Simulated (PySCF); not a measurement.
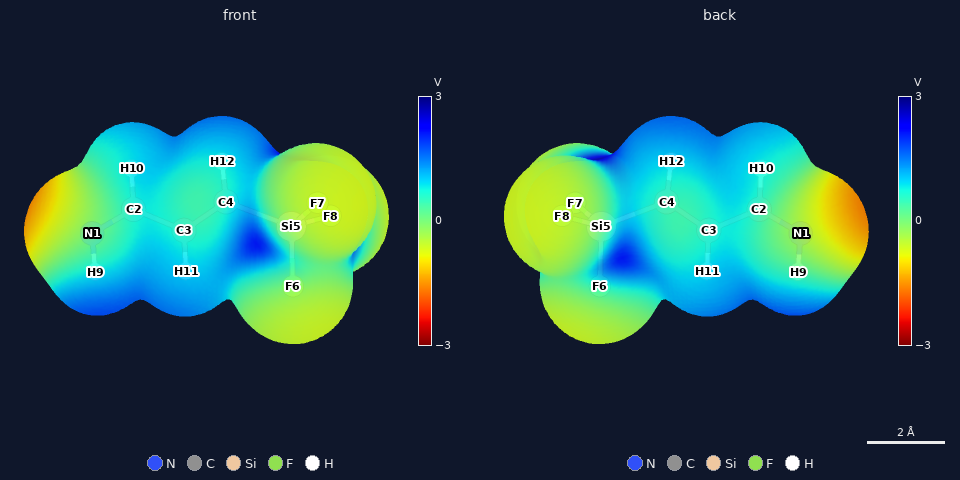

The picture shows: C₃H₄F₃NSi (SMILES [H]/N=C\C=C\[Si](F)(F)F). The electrostatic potential painted on the density surface at 0.002 e/bohr³, seen from the front and from behind; red is negative and blue positive.

Geometry: GFN2-xTB.

All numbers below come from B3LYP/def2-SVPD, SCF density, gas phase (PySCF).

The calculation's input:

```
{"job": {"kind": "uv", "xc": "B3LYP", "basis": "def2-SVPD", "nstates": 8, "ntriplets": 3}, "charge": 0, "multiplicity": 1}
N      3.041194    -0.292588    -0.485019
C      2.006989    -0.192449     0.225800
C      0.629132    -0.060120    -0.236517
C     -0.412671     0.040285     0.596394
Si    -2.185998     0.209547     0.065145
F     -2.367342     0.222591    -1.509724
F     -2.887519     1.537152     0.575026
F     -3.128592    -0.956435     0.581512
H      2.873751    -0.277859    -1.491578
H      2.154700    -0.205081     1.302766
H      0.484086    -0.047808    -1.310437
H     -0.206533     0.022080     1.660605
```

Command:

```sh
OMP_NUM_THREADS=1 python probes_run.py task.json out
```

### Where is the surface potential most negative and most positive?

The most negative region (about −1.6 V) lies over N1, the most positive (about +2.2 V) over Si5. N1 is the likeliest acceptor of a hydrogen bond.
